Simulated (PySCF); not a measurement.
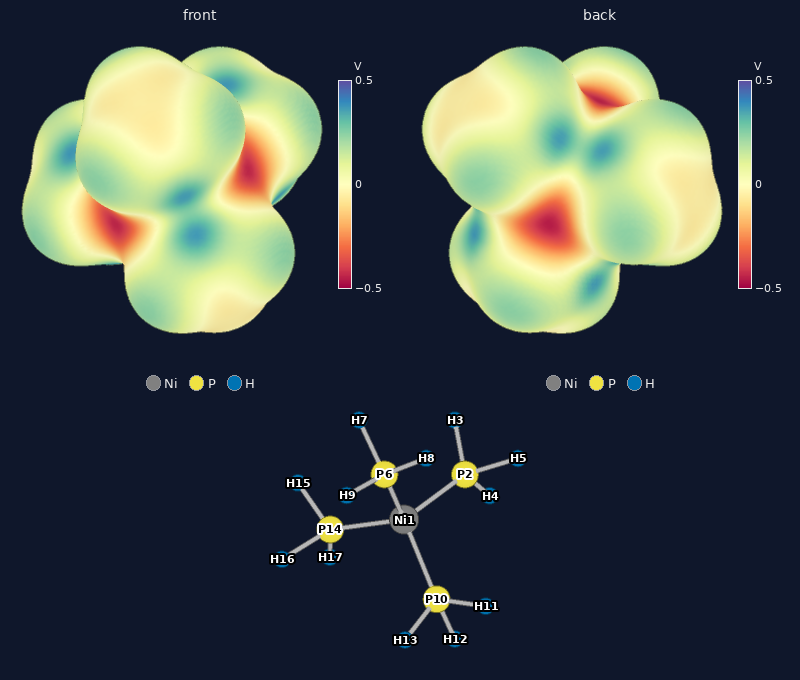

The picture shows: H12NiP4 (SMILES [PH3]->[Ni](<-[PH3])(<-[PH3])<-[PH3]). The molecular electrostatic potential painted on the density surface at 0.001 e/bohr³, seen from the front and from behind; red is negative and blue positive. The bare structure is drawn below in the same view.

Geometry: PBE0-D3(BJ)/def2-SVP.

These are results of wB97X-D/def2-SVPD, SCF density, gas phase (PySCF), not measurements.

```xyz
17

Ni   -0.0084   -0.0014    0.0046
P    -0.0107   -0.0289    2.1192
H     0.5167   -1.1144    2.8904
H    -1.2124    0.0509    2.8930
H     0.6620    0.9660    2.8997
P     1.9883   -0.0020   -0.6875
H     2.8956   -1.0843   -0.4482
H     2.9403    0.9955   -0.2992
H     2.3271    0.0890   -2.0757
P    -0.9925    1.7404   -0.6762
H    -0.5377    3.0616   -0.3623
H    -2.3540    2.0357   -0.3450
H    -1.1729    2.0372   -2.0656
P    -0.9961   -1.7152   -0.7422
H    -0.5414   -3.0475   -0.4778
H    -1.1747   -1.9591   -2.1419
H    -2.3577   -2.0241   -0.4250
```

Question: Describe the electrostatic potential map.

Answer: The most negative region (about −0.4 V) lies over H16, the most positive (about +0.4 V) over P2, P6, P10 and P14.

Question: How polar is the molecule by this calculation?

Answer: Its dipole moment is zero.
